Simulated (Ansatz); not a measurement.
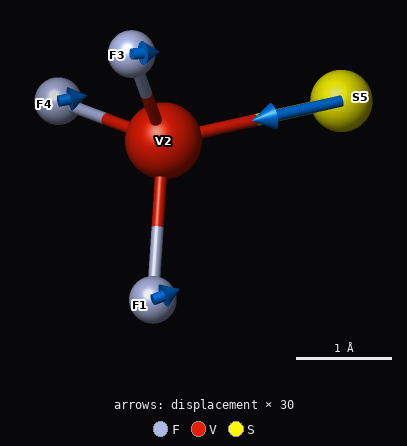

This is a relaxation of VSF3. The starting structure is drawn; blue arrows show the displacements, magnified 30 times. The two geometries are superimposed by the best rigid fit.

The picture is a ball-and-stick view, seen at a tilt.

The start comes from PBE-D4/def2-SVP.

Method: RKS PBE0-D4/def2-TZVP in Ansatz 0.2.0. (force threshold 0.005 eV/Å; at most 150 steps)

Question: What happened in the run?

Answer: The energy falls by 0.48 kcal/mol in 4 geometry steps. Largest force component: 0.86 eV/Å at the start, 0.00026 eV/Å at the end. The atom that moves furthest after the best rigid fit is S5 (0.034 Å). By element the largest moves are S 0.034 Å, F 0.011 Å, V 0.002 Å. Near-neighbour distances that change, for instance: V2–S5 2.019 → 1.982 Å, F1–V2 1.714 → 1.710 Å.
